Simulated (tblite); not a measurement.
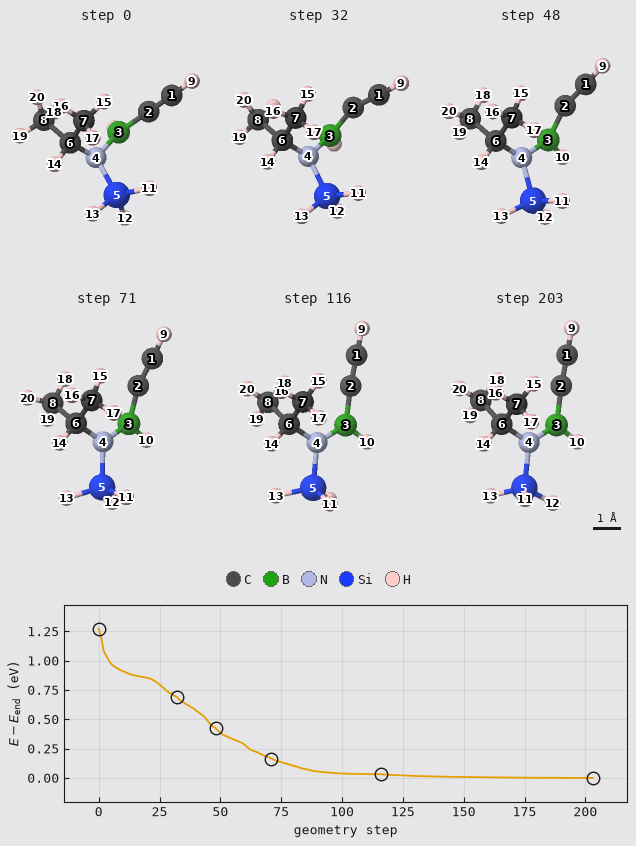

Frames of a relaxation of C5H12BNSi, marked on the history of the run. A ball-and-stick model, seen face on.

These are results of tblite 0.8.0, GFN2-xTB geometry optimisation, gas phase, not measurements. 

**Describe the path.**

Over 203 geometry steps the energy falls by 1.274 eV. The largest move after the best rigid fit is that of H9, 2.54 Å. By element the largest moves are H 2.54 Å, C 1.63 Å, B 0.79 Å, Si 0.77 Å, N 0.51 Å. Some distances before and after: B3–N4 1.495 → 1.404 Å, N4–C6 1.419 → 1.465 Å, C7–H16 1.125 → 1.088 Å, C2–B3 1.547 → 1.519 Å. Bond angles that change, for instance: B3–N4–Si5 116.0° → 123.7°, B3–N4–C6 115.7° → 122.6°, N4–Si5–H11 114.3° → 107.7°. Groups turn about C6–C8 by about 45°. The run took 3.8 s on 1 thread of Intel(R) Xeon(R) Processor @ 2.70GHz, on a shared host. From step 0 to 32: H10 moves most (0.68 Å), energy −0.581 eV. From step 32 to 48: H10 moves most (0.92 Å), energy −0.266 eV. From step 48 to 71: H9 moves most (0.88 Å), energy −0.261 eV. From step 71 to 116: H9 moves most (0.82 Å), energy −0.134 eV. From step 116 to 203: H atoms move most (0.69 Å), energy −0.031 eV.

```csv
step,"E − E(0), eV"
0,0.0000
1,-0.0759
2,-0.1881
3,-0.2289
4,-0.2630
5,-0.2990
6,-0.3172
7,-0.3307
8,-0.3425
9,-0.3544
10,-0.3637
20,-0.4197
30,-0.5522
40,-0.6992
51,-0.9045
61,-1.0108
71,-1.1087
81,-1.1748
91,-1.2211
101,-1.2369
112,-1.2404
122,-1.2499
132,-1.2579
142,-1.2630
152,-1.2668
162,-1.2698
173,-1.2713
183,-1.2724
193,-1.2732
203,-1.2737
```
